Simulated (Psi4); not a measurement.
# BSiH3 (SMILES B[SiH]): UDSD-PBEP86/cc-pVTZ (density fitting for correlation)

Aim: the energy change on altering one bond length of BSiH3 at UDSD-PBEP86/cc-pVTZ (density fitting for correlation), from 2 runs. 

The calculation is run with Psi4 1.11.

1 further run of the same task is left out (set aside as unsound or not needed).

### 1 The system as given

BSiH3: 5 atoms, total charge 0, spin state triplet. SMILES: `B[SiH]`. The coordinates come from a GFN2-xTB relaxation.

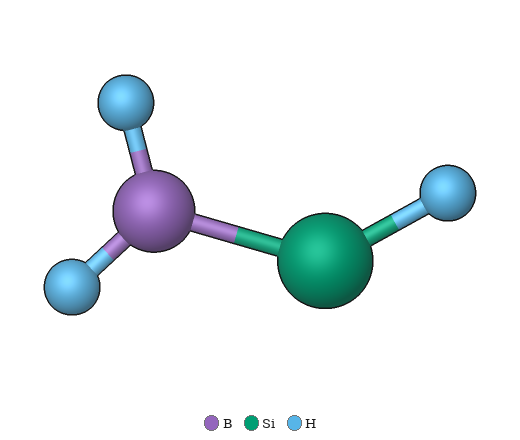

The structure, seen from a chosen angle (boron purple, silicon teal, hydrogen blue).

### 2 A single-point energy at UDSD-PBEP86/cc-pVTZ (density fitting for correlation)

job.in

```
memory 1600 MB

molecule {
  0 3
  B     -0.206730    -0.708170     0.126670
  Si     0.760780     0.829450    -0.350440
  H     -1.303690    -0.620750     0.549520
  H      0.263590    -1.779740     0.010050
  H      0.486040     2.279200    -0.335800
  symmetry c1
}

set globals {
  basis                cc-pVTZ
  reference            uks
  puream               true
  e_convergence        1e-09
  d_convergence        1e-08
  scf_type             pk
  dft_radial_points    99
  dft_spherical_points 590
  num_frozen_docc      6
  maxiter              200
}

E = energy('dsd-pbep86')
print_variables()
```

Command:

```bash
$ psi4 -n 1 job.in job.out
```

job.out:

```text
[...]
  Running in c1 symmetry.
[...]
  Nuclear repulsion =   36.160537721189336
[...]
  Multiplicity = 3
[...]
  Nalpha       = 12
  Nbeta        = 10
[...]
    Number of basis functions: 106
[...]
   @UKS iter   1:  -315.50806105263098   -6.36902e-01   2.91142e-03 ADIIS/DIIS
[...]
   @UKS iter  13:  -315.58837413847988   -5.96856e-12   5.18395e-09 DIIS
[...]
   @S^2 Observed:                2.007603791E+00
[...]
    Orbital Energies [Eh]
    ---------------------
    Alpha Occupied:
       1A    -67.864126     2A     -7.303838     3A     -5.852302
       4A     -4.046249     5A     -4.045891     6A     -4.036521
       7A     -0.707056     8A     -0.588861     9A     -0.465440
      10A     -0.430753    11A     -0.305449    12A     -0.295996
    Alpha Virtual:
      13A      0.017644    14A      0.092474    15A      0.131688
      16A      0.174812    17A      0.205502    18A      0.209299
      19A      0.225601    20A      0.246426    21A      0.252308
      22A      0.253136    23A      0.291522    24A      0.325201
      25A      0.341281    26A      0.365929    27A      0.395271
[...]
  @UKS Final Energy:  -315.58837413847988
   => Energetics <=
    Nuclear Repulsion Energy =             36.1605377211893355
    One-Electron Energy =                -507.1552781983577347
    Two-Electron Energy =                 162.7973773306265173
    DFT Exchange-Correlation Energy =      -7.3910109919379536
    Empirical Dispersion Energy =           0.0000000000000000
    VV10 Nonlocal Energy =                  0.0000000000000000
    Total Energy =                       -315.5883741384798213
[...]
 Multipole Moments:
 ------------------------------------------------------------------------------------
     Multipole            Electronic (a.u.)      Nuclear  (a.u.)        Total (a.u.)
 ------------------------------------------------------------------------------------
 L = 1.  Multiply by 2.5417464519 to convert [e a0] to [Debye]
 Dipole X            :          1.1945954           -1.1315862            0.0630093
 Dipole Y            :          0.3736984           -0.1045807            0.2691176
 Dipole Z            :         -0.4892627            0.4477001           -0.0415625
 Magnitude           :                                                    0.2795030
[...]
```

Run time: 29 s. Hardware: 1 thread of Intel Xeon Platinum 8488C (Sapphire Rapids), shared host; peak memory 0.82 GiB.

### 3 The distorted shape

calc.inp

```
memory 1600 mb

molecule {
  0 3
  B      0.670848    -0.778107    -0.211614
  Si     1.638358     0.759513    -0.688724
  H     -1.303690    -0.620750     0.549520
  H      1.141168    -1.849677    -0.328234
  H      1.363618     2.209263    -0.674084
  units angstrom
  symmetry c1
}

set reference uks
set puream true
set e_convergence 1e-09
set d_convergence 1e-08
set scf_type pk
set dft_radial_points 99
set dft_spherical_points 590
set num_frozen_docc 6
set maxiter 200

energy("dsd-pbep86/cc-pVTZ")
print_variables()
```

Command:

```bash
$ psi4 -n 1 calc.inp calc.out
```

calc.out:

```text
[...]
  Running in c1 symmetry.
[...]
  Nuclear repulsion =   34.429569373616047
[...]
  Multiplicity = 3
[...]
  Nalpha       = 12
  Nbeta        = 10
[...]
    Number of basis functions: 106
[...]
   @UKS iter   1:  -315.40853201105870   -7.14090e-01   2.49456e-03 DIIS/ADIIS
[...]
   @UKS iter  16:  -315.48343632318307   -2.84217e-12   3.67375e-09 DIIS
[...]
   @S^2 Observed:                2.284011298E+00
[...]
    Orbital Energies [Eh]
    ---------------------
    Alpha Occupied:
       1A    -67.876621     2A     -7.359913     3A     -5.864039
       4A     -4.058073     5A     -4.056963     6A     -4.048153
       7A     -0.701869     8A     -0.577152     9A     -0.446569
      10A     -0.396770    11A     -0.321633    12A     -0.304129
    Alpha Virtual:
      13A      0.011552    14A      0.040086    15A      0.092936
      16A      0.156320    17A      0.178229    18A      0.201628
      19A      0.219347    20A      0.238519    21A      0.249364
      22A      0.261265    23A      0.306626    24A      0.316866
      25A      0.333366    26A      0.361086    27A      0.361391
[...]
  @UKS Final Energy:  -315.48343632318307
   => Energetics <=
    Nuclear Repulsion Energy =             34.4295693736160473
    One-Electron Energy =                -503.4028459111493703
    Two-Electron Energy =                 160.8403555931117808
    DFT Exchange-Correlation Energy =      -7.3505153787615400
    Empirical Dispersion Energy =           0.0000000000000000
    VV10 Nonlocal Energy =                  0.0000000000000000
    Total Energy =                       -315.4834363231830707
[...]
 Multipole Moments:
 ------------------------------------------------------------------------------------
     Multipole            Electronic (a.u.)      Nuclear  (a.u.)        Total (a.u.)
 ------------------------------------------------------------------------------------
 L = 1.  Multiply by 2.5417464519 to convert [e a0] to [Debye]
 Dipole X            :          2.4497762           -1.9146968            0.5350795
 Dipole Y            :          0.3680101           -0.0421721            0.3258380
 Dipole Z            :         -0.9795032            0.7495693           -0.2299338
 Magnitude           :                                                    0.6673455
[...]
```

Wall time 32 s (1 thread of Intel Xeon Platinum 8488C (Sapphire Rapids), shared host); peak memory 0.81 GiB.

### 4 Outcome

Level: UDSD-PBEP86/cc-pVTZ (density fitting for correlation), 6 core orbitals frozen.

| quantity | value |
| --- | --- |
| first shape: total energy | -315.69156 Eh |
| first shape: HOMO energy (SCF part's orbitals) (highest over α and β) | -8.05 eV |
| first shape: LUMO energy (SCF part's orbitals) (lowest over α and β) | -1.06 eV |
| first shape: ⟨S²⟩ | 2.008 |
| distorted shape: total energy | -315.58336 Eh |
| distorted shape: HOMO energy (SCF part's orbitals) (highest over α and β) | -8.28 eV |
| distorted shape: LUMO energy (SCF part's orbitals) (lowest over α and β) | -1.37 eV |
| distorted shape: ⟨S²⟩ | 2.284 |
| energy change with the B1–H3 bond stretched from 1.179 to 2.122 Å | 2.944 eV |

In words: With the B1–H3 bond stretched from 1.179 to 2.122 Å the energy rises by 2.94 eV (68 kcal/mol). The first shape isn't relaxed at this level, so the change isn't measured from a minimum. ⟨S²⟩ (distorted shape) is 2.28 where a pure triplet has 2.00: the reference is spin-contaminated.
